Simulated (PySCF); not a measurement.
# C₃H₅FSSi: electronic excitations and core binding energies

Wanted: the electronic excitations and core binding energies of C₃H₅FSSi (`F[Si@H]1C=CSC1`), by calculation.

Computed with PySCF 2.14.0, with density-fitted response routines of our own, on a single molecule in the gas phase. Atoms count from 0, in the outputs and in this text.

**1. The starting structure**

11 atoms, charge 0, multiplicity 1; geometry from: GFN2-xTB.

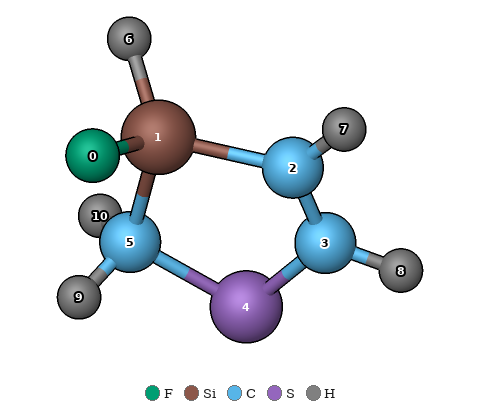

The starting geometry (fluorine teal, silicon brown, carbon blue, sulfur purple, hydrogen grey), atoms numbered.

**2. TDDFT and polarisability: PBE0/def2-SVPD**

What the job is given:

```
{"job": {"kind": "uv", "xc": "PBE0", "basis": "def2-SVPD", "nstates": 8, "ntriplets": 3}, "charge": 0, "multiplicity": 1}
F     -1.827958    -1.465327    -0.725070
Si    -0.759902    -0.841589     0.317058
C      1.000453    -0.908681    -0.283480
C      1.570016     0.286640    -0.477218
S      0.703873     1.764514    -0.201849
C     -0.914466     1.060467     0.267605
H     -1.108185    -1.437486     1.595040
H      1.570210    -1.805858    -0.460043
H      2.582800     0.444490    -0.812903
H     -1.635761     1.404479    -0.470603
H     -1.175655     1.501022     1.225498
```

Method: TDDFT PBE0/def2-SVPD, vertical, gas phase, core orbitals frozen in the response.

Launch:

```console
$ OMP_NUM_THREADS=1 python probes_run.py task.json out
```

This one command runs all jobs of the session in turn.

The program printed:

```text
coarse grid: 10696 points
cycle   1  E = -903.8881871679  dE =  6.783e-01  |g| = 5.507e-01  |ddm| = 4.880e+00
cycle   2  E = -903.8263466957  dE =  6.184e-02  |g| = 8.151e-01  |ddm| = 1.434e+00
cycle   3  E = -903.9486453198  dE = -1.223e-01  |g| = 7.276e-02  |ddm| = 7.941e-01
cycle   4  E = -903.9498450932  dE = -1.200e-03  |g| = 2.802e-02  |ddm| = 1.601e-01
cycle   5  E = -903.9500464156  dE = -2.013e-04  |g| = 1.113e-02  |ddm| = 5.822e-02
cycle   6  E = -903.9500758339  dE = -2.942e-05  |g| = 2.725e-03  |ddm| = 1.652e-02
cycle   7  E = -903.9500775867  dE = -1.753e-06  |g| = 7.283e-04  |ddm| = 5.711e-03
final grid: 95760 points
cycle   8  E = -904.0514314433  dE = -1.036e-05  |g| = 8.572e-03  |ddm| = 6.216e-02
cycle   9  E = -904.0514082256  dE =  2.322e-05  |g| = 1.242e-02  |ddm| = 3.064e-02
cycle  10  E = -904.0514510994  dE = -4.287e-05  |g| = 1.051e-03  |ddm| = 2.084e-02
cycle  11  E = -904.0514513864  dE = -2.870e-07  |g| = 2.552e-04  |ddm| = 1.805e-03
cycle  12  E = -904.0514514027  dE = -1.634e-08  |g| = 6.353e-05  |ddm| = 5.276e-04
cycle  13  E = -904.0514514036  dE = -8.699e-10  |g| = 2.910e-05  |ddm| = 1.526e-04
converged SCF energy = -904.0514514036

Static polarisability (au): isotropic 76.407, principal 57.113 78.561 93.548

Singlet excitations
state   eV       nm        f      main configurations
  1   4.7432    261.4   0.10343   H->L 0.93
  2   5.2618    235.6   0.02091   H->L+1 0.92
  3   5.8574    211.7   0.00868   H->L+2 0.98
  4   6.2944    197.0   0.00695   H->L+3 0.96
  5   6.5961    188.0   0.00478   H->L+4 0.63, H-1->L 0.33
  6   6.6857    185.4   0.00342   H-1->L 0.61, H->L+4 0.34
  7   6.7687    183.2   0.00337   H->L+5 0.80
  8   6.8570    180.8   0.00735   H-2->L 0.82, H->L+6 0.13

Triplet excitations (Tamm-Dancoff, eV): 3.4294 4.8060 5.6902
```

Run time: 39 s. Hardware: 1 thread of Arm Neoverse N1, shared host; peak memory 0.7 GiB.

Frontier orbitals and where they lie:

```
orbital     eV                       atoms
 HOMO−3  -9.53   C3 36 %, C2 23 %, S4 22 %
 HOMO−2  -9.31   C2 31 %, Si1 19 %, F0 8 %
 HOMO−1  -8.94  S4 35 %, C5 26 %, Si1 14 %
   HOMO  -6.54   S4 49 %, C2 22 %, C3 14 %
   LUMO  -0.87  C3 34 %, C2 22 %, Si1 15 %
 LUMO+1   0.15  S4 51 %, C5 14 %, Si1 10 %
 LUMO+2   0.53  S4 30 %, Si1 16 %, C5 11 %
```

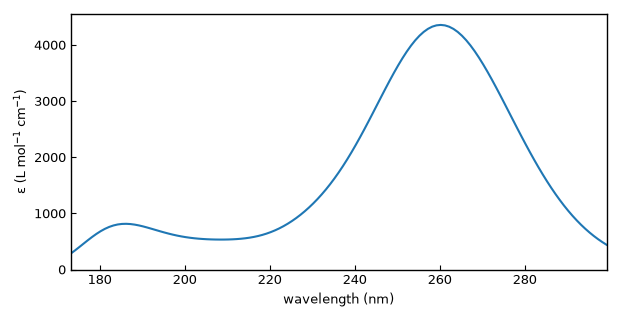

Absorption spectrum: each of the 8 states is a Gaussian band of 0.4 eV half-width at 1/e. Beyond the last state computed it falls off for lack of states.

Ground-state properties from the same run:

```csv
property,computed
dipole moment (D),1.26
polarisability (Å³),11.32
HOMO–LUMO gap (eV),5.67
−ε(HOMO) (eV),6.54
```

**3. Core-electron binding energies: SCAN, X2C**

Same as in step 2 but for these lines:

```diff
@@ -1,2 +1,2 @@
-{"job": {"kind": "uv", "xc": "PBE0", "basis": "def2-SVPD", "nstates": 8, "ntriplets": 3}, "charge": 0, "multiplicity": 1}
+{"job": {"kind": "xps"}, "charge": 0, "multiplicity": 1}
 F     -1.827958    -1.465327    -0.725070
```

Level: delta-SCF UKS SCAN, pcX-2 on the ionised atom, pcseg-1 elsewhere, spin-free X2C.

The program printed:

```text
ground state, core basis on atom 0 (F), 148 functions
  cycle   1  E = -906.38310028  |g| = 7.44e-01
  cycle   2  E = -906.17659121  |g| = 1.34e+00
  cycle   3  E = -906.47894438  |g| = 1.56e-01
  cycle   4  E = -906.48474766  |g| = 5.01e-02
  cycle   5  E = -906.48530588  |g| = 2.49e-02
  cycle   6  E = -906.48543102  |g| = 1.05e-02
  cycle   7  E = -906.48545733  |g| = 4.07e-03
  cycle   8  E = -906.48546443  |g| = 1.40e-03
  cycle   9  E = -906.48546285  |g| = 2.79e-04
  E(ground) = -906.53511256 Eh
hole in F 1s of atom 0
  cycle   1  E = -880.14729253  |g| = 2.58e+00
  cycle   2  E = -879.58398846  |g| = 2.28e+00
  cycle   3  E = -880.75811721  |g| = 6.53e-01
  cycle   4  E = -880.84506740  |g| = 5.20e-01
  cycle   5  E = -881.03275054  |g| = 1.41e-01
  cycle   6  E = -881.04152365  |g| = 8.71e-02
  cycle   7  E = -881.04585582  |g| = 1.94e-02
  cycle   8  E = -881.04602876  |g| = 8.58e-03
  cycle   9  E = -881.04607535  |g| = 1.88e-03
  cycle  10  E = -881.04607771  |g| = 7.46e-04
  cycle  11  E = -881.04607910  |g| = 3.17e-04
  E(ion) = -881.10195490 Eh   <S^2> = 0.7568   hole on atom = 1.000   binding energy = 692.071 eV
ground state, core basis on atom 1 (Si), 159 functions
  cycle   1  E = -906.54192132  |g| = 3.07e-01
  cycle   2  E = -906.53827533  |g| = 1.88e-01
  cycle   3  E = -906.53891992  |g| = 1.70e-01
  cycle   4  E = -906.54366448  |g| = 2.18e-02
  cycle   5  E = -906.54375289  |g| = 1.00e-02
  cycle   6  E = -906.54378321  |g| = 1.08e-03
  cycle   7  E = -906.54378165  |g| = 3.33e-04
  E(ground) = -906.54999929 Eh
hole in Si 1s of atom 1
  cycle   1  E = -837.58049238  |g| = 4.35e+00
  cycle   2  E = -836.48002709  |g| = 2.56e+00
  cycle   3  E = -835.28116623  |g| = 2.09e+00
  cycle   4  E = -838.43877499  |g| = 6.44e-01
  cycle   5  E = -838.51156242  |g| = 5.20e-01
  cycle   6  E = -838.63147262  |g| = 8.05e-02
  cycle   7  E = -838.63463263  |g| = 3.59e-02
  cycle   8  E = -838.63505926  |g| = 1.88e-02
  cycle   9  E = -838.63522186  |g| = 5.95e-03
  cycle  10  E = -838.63523827  |g| = 2.10e-03
  cycle  11  E = -838.63523990  |g| = 1.07e-03
  cycle  12  E = -838.63524064  |g| = 2.59e-04
  E(ion) = -838.65043727 Eh   <S^2> = 0.7523   hole on atom = 1.000   binding energy = 1847.641 eV
hole in Si 2p of atom 1
  cycle   1  E = -902.24155543  |g| = 1.24e+00
  cycle   2  E = -901.31506084  |g| = 1.57e+00
  cycle   3  E = -902.29961249  |g| = 5.97e-01
  cycle   4  E = -902.53285432  |g| = 2.33e-01
  cycle   5  E = -902.55278304  |g| = 1.42e-01
  cycle   6  E = -902.56388742  |g| = 3.10e-02
  cycle   7  E = -902.56432703  |g| = 1.46e-02
  cycle   8  E = -902.56441952  |g| = 6.08e-03
  cycle   9  E = -902.56444184  |g| = 1.39e-03
  cycle  10  E = -902.56444377  |g| = 6.61e-04
  cycle  11  E = -902.56444319  |g| = 1.89e-04
  E(ion) = -902.58272953 Eh   <S^2> = 0.7518   hole on atom = 1.003   binding energy = 107.955 eV
  2p3/2 = 107.697 eV   2p1/2 = 108.324 eV
ground state, core basis on atom 2 (C), 148 functions
  cycle   1  E = -906.44088788  |g| = 6.48e-02
  cycle   2  E = -906.44073531  |g| = 4.46e-02
  cycle   3  E = -906.44092861  |g| = 3.32e-02
  cycle   4  E = -906.44113007  |g| = 1.04e-02
  cycle   5  E = -906.44116717  |g| = 2.85e-03
  cycle   6  E = -906.44117071  |g| = 4.50e-04
  E(ground) = -906.48931250 Eh
hole in C 1s of atom 2
  cycle   1  E = -895.19969848  |g| = 1.52e+00
  cycle   2  E = -893.81132967  |g| = 2.12e+00
  cycle   3  E = -895.55966436  |g| = 6.10e-01
  cycle   4  E = -895.62114259  |g| = 5.24e-01
  cycle   5  E = -895.79027272  |g| = 9.70e-02
  cycle   6  E = -895.79369640  |g| = 5.12e-02
  cycle   7  E = -895.79472698  |g| = 1.40e-02
  cycle   8  E = -895.79479197  |g| = 6.28e-03
  cycle   9  E = -895.79481686  |g| = 2.31e-03
  cycle  10  E = -895.79482370  |g| = 9.09e-04
  cycle  11  E = -895.79482449  |g| = 6.31e-04
  cycle  12  E = -895.79482587  |g| = 3.03e-04
  E(ion) = -895.84281625 Eh   <S^2> = 0.7799   hole on atom = 1.000   binding energy = 289.706 eV
ground state, core basis on atom 3 (C), 148 functions
  cycle   1  E = -906.44071224  |g| = 5.99e-02
  cycle   2  E = -906.44021267  |g| = 4.83e-02
  cycle   3  E = -906.44026875  |g| = 4.52e-02
  cycle   4  E = -906.44085264  |g| = 5.57e-03
  cycle   5  E = -906.44086249  |g| = 9.62e-04
  cycle   6  E = -906.44086532  |g| = 3.00e-04
  E(ground) = -906.48924287 Eh
hole in C 1s of atom 3
  cycle   1  E = -895.14083296  |g| = 1.52e+00
  cycle   2  E = -893.74117424  |g| = 2.19e+00
  cycle   3  E = -895.61171391  |g| = 4.76e-01
  cycle   4  E = -895.60775367  |g| = 4.40e-01
  cycle   5  E = -895.68583969  |g| = 2.64e-01
  cycle   6  E = -895.73108724  |g| = 5.35e-02
  cycle   7  E = -895.73270005  |g| = 2.06e-02
  cycle   8  E = -895.73318648  |g| = 1.07e-02
  cycle   9  E = -895.73345240  |g| = 8.51e-03
  cycle  10  E = -895.73368607  |g| = 5.61e-03
  cycle  11  E = -895.73375373  |g| = 3.44e-03
  cycle  12  E = -895.73376257  |g| = 1.59e-03
  cycle  13  E = -895.73376762  |g| = 6.08e-04
  cycle  14  E = -895.73376716  |g| = 1.96e-04
  E(ion) = -895.78212297 Eh   <S^2> = 0.8812   hole on atom = 1.000   binding energy = 291.356 eV
ground state, core basis on atom 4 (S), 159 functions
  cycle   1  E = -906.58897732  |g| = 4.05e-01
  cycle   2  E = -906.58870867  |g| = 5.03e-02
  cycle   3  E = -906.58744751  |g| = 8.38e-02
  cycle   4  E = -906.58932898  |g| = 8.35e-03
  cycle   5  E = -906.58933067  |g| = 6.84e-03
  cycle   6  E = -906.58934476  |g| = 9.31e-04
  cycle   7  E = -906.58934625  |g| = 2.88e-04
  E(ground) = -906.62268543 Eh
hole in S 1s of atom 4
  cycle   1  E = -814.33352522  |g| = 5.08e+00
  cycle   2  E = -813.53653401  |g| = 2.62e+00
  cycle   3  E = -810.29274334  |g| = 2.52e+00
  cycle   4  E = -815.45908179  |g| = 3.81e-01
  cycle   5  E = -815.46608545  |g| = 4.04e-01
  cycle   6  E = -815.55016578  |g| = 1.02e-01
  cycle   7  E = -815.55444717  |g| = 3.32e-02
  cycle   8  E = -815.55487022  |g| = 1.06e-02
  cycle   9  E = -815.55490010  |g| = 4.61e-03
  cycle  10  E = -815.55490894  |g| = 1.39e-03
  cycle  11  E = -815.55490930  |g| = 4.16e-04
  E(ion) = -815.58042825 Eh   <S^2> = 0.7516   hole on atom = 1.000   binding energy = 2477.386 eV
hole in S 2p of atom 4
  cycle   1  E = -899.89471024  |g| = 1.53e+00
  cycle   2  E = -899.11791626  |g| = 1.71e+00
  cycle   3  E = -900.04612471  |g| = 6.86e-01
  cycle   4  E = -900.28768828  |g| = 3.15e-01
  cycle   5  E = -900.33194055  |g| = 1.47e-01
  cycle   6  E = -900.34205995  |g| = 4.46e-02
  cycle   7  E = -900.34288913  |g| = 1.36e-02
  cycle   8  E = -900.34294726  |g| = 6.51e-03
  cycle   9  E = -900.34296476  |g| = 1.73e-03
  cycle  10  E = -900.34296979  |g| = 1.05e-03
  cycle  11  E = -900.34297192  |g| = 7.94e-04
  cycle  12  E = -900.34297523  |g| = 6.96e-04
  cycle  13  E = -900.34297828  |g| = 5.80e-04
  cycle  14  E = -900.34298036  |g| = 4.54e-04
  E(ion) = -900.38380830 Eh   <S^2> = 0.7548   hole on atom = 1.001   binding energy = 169.768 eV
  2p3/2 = 169.529 eV   2p1/2 = 170.781 eV
ground state, core basis on atom 5 (C), 148 functions
  cycle   1  E = -906.44028943  |g| = 6.31e-02
  cycle   2  E = -906.43985759  |g| = 4.83e-02
  cycle   3  E = -906.44021096  |g| = 3.24e-02
  cycle   4  E = -906.44049941  |g| = 1.13e-02
  cycle   5  E = -906.44053355  |g| = 1.63e-03
  cycle   6  E = -906.44053751  |g| = 3.01e-04
  E(ground) = -906.48820180 Eh
hole in C 1s of atom 5
  cycle   1  E = -895.16244116  |g| = 1.51e+00
  cycle   2  E = -894.12099257  |g| = 2.01e+00
  cycle   3  E = -895.65509213  |g| = 4.28e-01
  cycle   4  E = -895.71574601  |g| = 2.34e-01
  cycle   5  E = -895.74125748  |g| = 9.17e-02
  cycle   6  E = -895.74469519  |g| = 3.20e-02
  cycle   7  E = -895.74514218  |g| = 1.53e-02
  cycle   8  E = -895.74528210  |g| = 5.28e-03
  cycle   9  E = -895.74530330  |g| = 1.97e-03
  cycle  10  E = -895.74531138  |g| = 1.45e-03
  cycle  11  E = -895.74531091  |g| = 6.84e-04
  cycle  12  E = -895.74531371  |g| = 2.92e-04
  E(ion) = -895.79337977 Eh   <S^2> = 0.7753   hole on atom = 1.000   binding energy = 291.021 eV
```

It took 2.2 min on 1 thread of Arm Neoverse N1, shared host; peak memory 0.45 GiB.

The holes in one table. −ε is the ground-state orbital energy:

```
       hole  stands for                                        environment  ΔSCF (eV; 2p as the shell's mean)  −ε (eV)   ⟨S²⟩
  F1s on F0          F0                              fluorine bonded to Si                             692.07    666.3  0.757
Si1s on Si1         Si1  silicon bonded to 2 C, F, H, in a 5-membered ring                            1847.64   1794.4  0.752
Si2p on Si1         Si1  silicon bonded to 2 C, F, H, in a 5-membered ring                             107.91     97.1  0.752
  C1s on C2          C2                                          alkene CH                             289.71    273.5  0.780
  C1s on C3          C3                                          alkene CH                  291.36 (doubtful)    275.1  0.881
  S1s on S4          S4                                     sulfide sulfur                            2477.39   2415.4  0.752
  S2p on S4          S4                                     sulfide sulfur                             169.95    158.5  0.755
  C1s on C5          C5                         sp3 CH2 bonded to S and Si                             291.02    274.5  0.775
```

Doubtful: the ion did not converge, its hole moved, or its ⟨S²⟩ is well above 0.75.

With the spin-orbit splitting: Si1 2p3/2 107.70, 2p1/2 108.32 eV; S4 2p3/2 169.53, 2p1/2 170.78 eV. The table gives each 2p level as the mean over the whole 2p shell (two parts 2p3/2, one part 2p1/2), which differs a little from the single hole in the log.

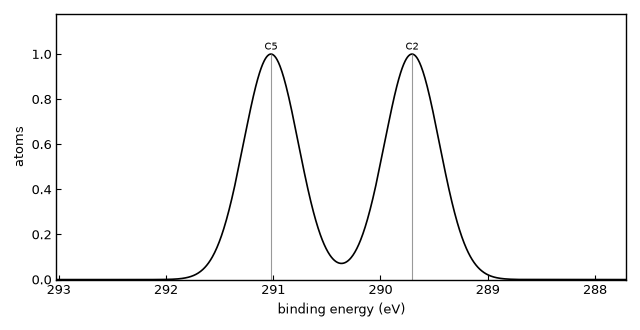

The C1s photoelectron lines, weighted by the number of atoms. Only 2 of the 3 C atoms are covered by sound results. Lines are broadened to a width of 0.60 eV (Gaussian).

**4. Summary of results**

| quantity | value |
| --- | --- |
| lowest singlet (PBE0/def2-SVPD) | 4.74 eV (261 nm), f = 0.103 |
| lowest triplet | 3.43 eV |
| C1s binding energies, SCAN/pcX-2 (standing for 2 of 3 atoms) | C5 291.02, C2 289.71 eV |
| F1s binding energies, SCAN/pcX-2 | F0 692.07 eV |
| Si1s binding energies, SCAN/pcX-2 | Si1 1847.64 eV |
| Si2p binding energies, SCAN/pcX-2 | Si1 107.91 eV |
| S1s binding energies, SCAN/pcX-2 | S4 2477.39 eV |
| S2p binding energies, SCAN/pcX-2 | S4 169.95 eV |

**Reading.** The first singlet state (HOMO→LUMO 0.93) lies at 4.74 eV and is bright. The lowest triplet lies 1.31 eV below the lowest singlet (triplets in Tamm-Dancoff, singlets in full TDDFT). The C1s levels kept as sound span 1.32 eV, from C2 (alkene CH) up to C5 (sp3 CH2 bonded to S and Si). Only 2 of the 3 C atoms are covered by sound results.
